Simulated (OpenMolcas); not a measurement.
# SiCNCl2F (SMILES N#C[Si](F)(Cl)Cl) at UPBE/ANO-RCC-VDZP (DKH2, RICD fitting, scramble 0.25)

Aim: an energy scan of SiCNCl2F. 

The calculation is run with OpenMolcas 26.06.

5 further runs of the same task are left out: 3 that didn't finish, 2 set aside as unsound or not needed.

### 1 The structure to begin with

SiCNCl2F: 6 atoms, total charge 0, spin state singlet. SMILES: `N#C[Si](F)(Cl)Cl`. The coordinates come from a PBE0-D4/def2-TZVP relaxation.

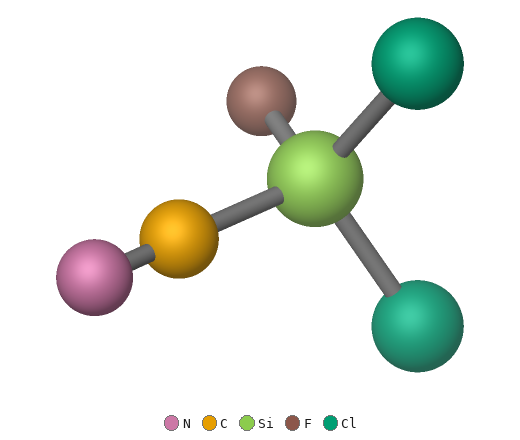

Viewed from a chosen angle; nitrogen pink, carbon amber, silicon green, fluorine brown, chlorine teal.

### 2 The energy along one coordinate at UPBE/ANO-RCC-VDZP (DKH2, RICD fitting, scramble 0.25)

File point1.xyz:

```xyz
6
R = 3.452
N      3.411240    -2.556141     2.170571
C      0.923100    -0.763300     0.585900
Si    -0.381900     0.210300    -0.249400
F     -1.471500    -0.801900    -0.758800
Cl     0.422900     1.177100    -1.812500
Cl    -1.203100     1.474700     1.074300
```

File job.inp:

```
>>> EXPORT MOLCAS_PRINT=2

&gateway
  coord=point1.xyz
  basis=ANO-RCC-VDZP
  group=NoSym
  ricd

&seward

&scf
  uhf
  ksdft=PBE
  scramble=0.25
  prorbitals=0
>>> ForEach K in (1, 2, 3, 4, 5, 6, 7, 8, 9)

&gateway
  coord=$CurrDir/point$K.xyz
  basis=ANO-RCC-VDZP
  group=NoSym
  ricd

&seward

&scf
  uhf
  ksdft=PBE
  prorbitals=0
  fileorb=$Project.UhfOrb
>>> EndDo
```

The run is started by

```sh
$ export MOLCAS_MEM=1860
$ pymolcas job.inp > job.log
```

The program printed:

```text
--- Start Module: gateway ---

                                              &GATEWAY

                       available to each process: 1.9 GB of memory, 1 thread

++    Symmetry information:
      ---------------------

                    Character Table for C1

                             E
                    a        1  x, y, xy, Rz, z, xz, Ry, yz, Rx, I
--

++    Basis set information:
      ----------------------

      Basis set label: N.ANO-RCC...3S2P1D.

      Electronic valence basis set:
      ------------------
      Associated Effective Charge   7.000000 au
      Associated Actual Charge      7.000000 au
      Nuclear Model: Point charge

      Shell  nPrim  nBasis  Cartesian Spherical Contaminant
         s      14       3        X
         p       9       2        X
         d       4       1                 X

      Basis set label: C.ANO-RCC...3S2P1D.

      Electronic valence basis set:
      ------------------
      Associated Effective Charge   6.000000 au
      Associated Actual Charge      6.000000 au
      Nuclear Model: Point charge

      Shell  nPrim  nBasis  Cartesian Spherical Contaminant
         s      14       3        X
         p       9       2        X
         d       4       1                 X

      Basis set label: SI.ANO-RCC...4S3P1D.

      Electronic valence basis set:
      ------------------
      Associated Effective Charge  14.000000 au
      Associated Actual Charge     14.000000 au
      Nuclear Model: Point charge

      Shell  nPrim  nBasis  Cartesian Spherical Contaminant
         s      17       4        X
         p      12       3        X
         d       5       1                 X

      Basis set label: F.ANO-RCC...3S2P1D.

      Electronic valence basis set:
      ------------------
      Associated Effective Charge   9.000000 au
      Associated Actual Charge      9.000000 au
      Nuclear Model: Point charge

      Shell  nPrim  nBasis  Cartesian Spherical Contaminant
         s      14       3        X
         p       9       2        X
         d       4       1                 X

      Basis set label: CL.ANO-RCC...4S3P1D.

      Electronic valence basis set:
      ------------------
      Associated Effective Charge  17.000000 au
      Associated Actual Charge     17.000000 au
      Nuclear Model: Point charge

      Shell  nPrim  nBasis  Cartesian Spherical Contaminant
         s      17       4        X
         p      12       3        X
         d       5       1                 X
--

++    Molecular structure info:
      -------------------------

                    ************************************************
                    **** Cartesian Coordinates / bohr, angstrom ****
                    ************************************************

     Center  Label                x              y              z                     x              y              z
        1      N1               6.446309      -4.830406       4.101785              3.411240      -2.556141       2.170571
        2      C2               1.744406      -1.442428       1.107191              0.923100      -0.763300       0.585900
        3      SI3             -0.721686       0.397409      -0.471298             -0.381900       0.210300      -0.249400
        4      F4              -2.780732      -1.515371      -1.433924             -1.471500      -0.801900      -0.758800
        5      CL5              0.799165       2.224397      -3.425129              0.422900       1.177100      -1.812500
        6      CL6             -2.273530       2.786779       2.030133             -1.203100       1.474700       1.074300

                    ***************************************
                    *    InterNuclear Distances / bohr    *
                    ***************************************

               1 N1            2 C2            3 SI3           4 F4            5 CL5           6 CL6
    1 N1       0.000000
    2 C2       6.523334        0.000000
    3 SI3      9.981147        3.458069        0.000000
    4 F4      11.259299        5.190324        2.970698        0.000000
    5 CL5     11.760736        5.906014        3.791568        5.546749        0.000000
    6 CL6     11.762179        5.906083        3.791366        5.546661        6.286303        0.000000

                    *******************************************
                    *    InterNuclear Distances / angstrom    *
                    *******************************************

               1 N1            2 C2            3 SI3           4 F4            5 CL5           6 CL6
    1 N1       0.000000
    2 C2       3.452000        0.000000
    3 SI3      5.281796        1.829931        0.000000
    4 F4       5.958165        2.746601        1.572026        0.000000
    5 CL5      6.223513        3.125328        2.006411        2.935213        0.000000
    6 CL6      6.224277        3.125365        2.006305        2.935166        3.326568        0.000000
--

            Nuclear Potential Energy            380.42394088 au

--- Stop Module: gateway /rc=_RC_ALL_IS_WELL_ ---
--- Module gateway spent 1 second ---

--- Start Module: seward ---

                                              &SEWARD

                       available to each process: 1.9 GB of memory, 1 thread

[... 54 lines left out ...]
      Nuclear repulsion energy =  380.42394088
[... 72 lines left out ...]
++ Convergence information
                               UHF PBE        iterations: Energy and convergence statistics
[... 19 lines left out ...]
       Convergence after  32 Iterations
[... 3 lines left out ...]
 *                                             SCF/KS-DFT Program, Final results                                             *
 *                                                       Final Results                                                       *
[... 91 lines left out ...]
      Title: Natural orbitals
[... 72 lines left out ...]
      Dipole Moment (debye):
[... 142 lines left out ...]
      Dipole Moment (debye):
[... 207 lines left out ...]
      Nuclear repulsion energy =  418.50816626
[... 71 lines left out ...]
++ Convergence information
                               UHF PBE        iterations: Energy and convergence statistics
[... 19 lines left out ...]
       Convergence after  12 Iterations
[... 3 lines left out ...]
 *                                             SCF/KS-DFT Program, Final results                                             *
 *                                                       Final Results                                                       *
[... 20 lines left out ...]
                   N1       C2       SI3      F4       CL5      CL6
      Nuclear      7.0000   6.0000  14.0000   9.0000  17.0000  17.0000
      Electronic  -7.1259  -6.1606 -12.8840  -9.4353 -17.1971 -17.1971

      Total       -0.1259  -0.1606   1.1160  -0.4353  -0.1971  -0.1971
--

      No orbitals printed

++    Molecular charges:
      ------------------

      Mulliken charges per centre
      ---------------------------

                            N1                      C2                      SI3                     F4                      CL5                     CL6
                     alpha        beta       alpha        beta       alpha        beta       alpha        beta       alpha        beta       alpha        beta
      Total        3.4315      3.4315      3.0820      3.0820      6.7692      6.7692      4.6246      4.6246      8.5464      8.5464      8.5464      8.5464
      Total              6.8630                  6.1640                 13.5383                  9.2492                 17.0928                 17.0927

      Charge            0.1370                 -0.1640                  0.4617                 -0.2492                 -0.0928                 -0.0927

      Total electronic charge=   70.000000

      Total            charge=   -0.000000
--

++    Static properties:
      ------------------

      LoProp Charges per center

                   N1       C2       SI3      F4       CL5      CL6
      Nuclear      7.0000   6.0000  14.0000   9.0000  17.0000  17.0000
      Electronic  -7.1259  -6.1606 -12.8840  -9.4353 -17.1971 -17.1971

      Total       -0.1259  -0.1606   1.1160  -0.4353  -0.1971  -0.1971
--

++    Natural Bond Order analysis
      ---------------------------
      Based on LoProp computed density
      -------------------------------------------------------------------------------------
      Atom A       Atom B       Bond Order
      -------------------------------------------------------------------------------------
      NBO located      1.003 non-bonded electrons on atom N1
      NBO located      0.998 non-bonded electrons on atom C2
      NBO located      0.986 non-bonded electrons on atom SI3
      NBO located      1.000 non-bonded electrons on atom SI3
      NBO located      0.995 non-bonded electrons on atom SI3
      NBO located      0.996 non-bonded electrons on atom SI3
      NBO located      0.996 non-bonded electrons on atom SI3
      NBO located      1.000 non-bonded electrons on atom F4
      NBO located      0.993 non-bonded electrons on atom F4
      NBO located      1.003 non-bonded electrons on atom CL5
      NBO located      0.999 non-bonded electrons on atom CL5
      NBO located      1.000 non-bonded electrons on atom CL5
      NBO located      1.000 non-bonded electrons on atom CL5
      NBO located      1.000 non-bonded electrons on atom CL5
      NBO located      1.003 non-bonded electrons on atom CL6
      NBO located      1.000 non-bonded electrons on atom CL6
      NBO located      1.000 non-bonded electrons on atom CL6
      NBO located      1.000 non-bonded electrons on atom CL6
      NBO located      1.000 non-bonded electrons on atom CL6
      The remaining   18.695 electrons are to be considered as diffuse
--

++    Molecular orbitals:
      -------------------

      Title: Natural orbitals

      Molecular orbitals for symmetry species 1: a

          Orbital            1         2         3         4         5         6         7         8         9        10
          Energy         -101.0603  -66.6711 -100.0982  -24.3402  -14.0006   -9.9129   -9.2797   -9.2797   -7.0414   -7.0414
          Occ. No.          2.0000    2.0000    2.0000    2.0000    2.0000    2.0000    2.0000    2.0000    2.0000    2.0000

[... 95 lines of this table left out ...]
       96 CL6    3d2+      -0.0000   -0.0000    0.0000    0.0000   -0.0000   -0.0000    0.0001   -0.0004    0.0002    0.0000

          Orbital           11        12        13        14        15        16        17        18        19        20
          Energy           -7.0338   -7.0338   -7.0337   -7.0337   -5.2210   -3.6087   -3.6080   -3.6041   -1.1478   -0.8888
          Occ. No.          2.0000    2.0000    2.0000    2.0000    2.0000    2.0000    2.0000    2.0000    2.0000    2.0000

[... 95 lines of this table left out ...]
       96 CL6    3d2+       0.0001   -0.0000    0.0001    0.0001    0.0002    0.0001    0.0001   -0.0001   -0.0025    0.0006

          Orbital           21        22        23        24        25        26        27        28        29        30
          Energy           -0.8214   -0.7649   -0.5599   -0.4710   -0.4130   -0.4101   -0.3611   -0.3694   -0.3933   -0.4012
          Occ. No.          2.0000    2.0000    2.0000    2.0000    2.0000    2.0000    2.0000    2.0000    2.0000    2.0000

[... 95 lines of this table left out ...]
       96 CL6    3d2+       0.0014   -0.0043   -0.0060    0.0074    0.0010    0.0054   -0.0030   -0.0088   -0.0140    0.0003

          Orbital           31        32        33        34        35        36        37        38        39        40
          Energy           -0.3930   -0.3590   -0.3588   -0.3640   -0.3685    0.5493    0.4312    0.7371    0.8357    0.8010
          Occ. No.          2.0000    2.0000    2.0000    2.0000    2.0000    0.0000    0.0000    0.0000    0.0000    0.0000

[... 95 lines of this table left out ...]
       96 CL6    3d2+      -0.0033   -0.0130    0.0126    0.0077   -0.0084    0.3103   -0.0008   -0.0219   -0.0093   -0.0129

          Orbital           41        42        43        44        45        46        47        48        49        50
          Energy            1.3434    0.4875    0.3706    0.1849    0.2950    0.3998    0.6059    0.5959    0.4156    0.5304
          Occ. No.          0.0000    0.0000    0.0000    0.0000    0.0000    0.0000    0.0000    0.0000    0.0000    0.0000

[... 95 lines of this table left out ...]
       96 CL6    3d2+      -0.0048   -0.1078    0.1257    0.0142    0.0308    0.0575    0.0853    0.2679    0.0497    0.1555

          Orbital           51        52        53        54        55        56        57        58        59
          Energy            0.8661    1.3799    0.7456    2.2976    0.9619    0.8066    2.0133    0.3809    1.6024
          Occ. No.          0.0000    0.0000    0.0000    0.0000    0.0000    0.0000    0.0000    0.0000    0.0000

[... 95 lines of this table left out ...]
       96 CL6    3d2+      -0.0420   -0.0303    0.0833   -0.0111    0.0536   -0.0749   -0.0195   -0.0249   -0.0846
--

++    Molecular properties:
      ---------------------

      Charge (e):
                      =   -0.0000
      Dipole Moment (debye):
      Origin of the operator (angstrom)=   -0.2202    0.3918   -0.1771
                   X= -1.1291E+00               Y=  1.7137E+00               Z= -8.1126E-01           Total=  2.2067E+00
      Quadrupole Moment (debye*angstrom):
      Origin of the operator (angstrom)=   -0.2202    0.3918   -0.1771
                  XX= -5.7206E+01              XY=  2.6643E+00              XZ= -4.0638E+00              YY= -5.5433E+01
                  YZ=  2.0107E+00              ZZ= -5.2972E+01
      In traceless form (debye*angstrom)
                  XX= -3.0042E+00              XY=  3.9964E+00              XZ= -6.0957E+00              YY= -3.4356E-01
                  YZ=  3.0161E+00              ZZ=  3.3477E+00
--

--- Stop Module: scf /rc=_RC_ALL_IS_WELL_ ---
--- Module scf spent 7 seconds ---

>>> END FOREACH

.##################.
.# Happy landing! #.
.##################.

    Timing: Wall=150.69 User=139.03 System=11.34
```

It took 2.5 min on 1 thread of Intel Xeon 6975P-C (Granite Rapids), shared host; peak memory 0.095 GiB.

The scan, from its lowest point:

| C2–N1 (Å) | energy (kJ/mol) |
| --- | --- |
| 3.452 | 988.0 |
| 2.762 | 965.6 |
| 2.302 | 892.9 |
| 1.956 | 743.8 |
| 1.669 | 510.9 |
| 1.439 | 224.3 |
| 1.266 | 38.2 |
| 1.151 | 0.0 |
| 1.036 | 130.6 |

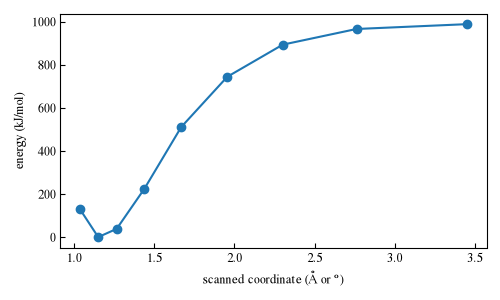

Energy along the scan.

### 3 Results

Level: UPBE/ANO-RCC-VDZP (DKH2, RICD fitting, scramble 0.25).

```
                 quantity           value
lowest energy of the scan  -1405.72960 Eh
```
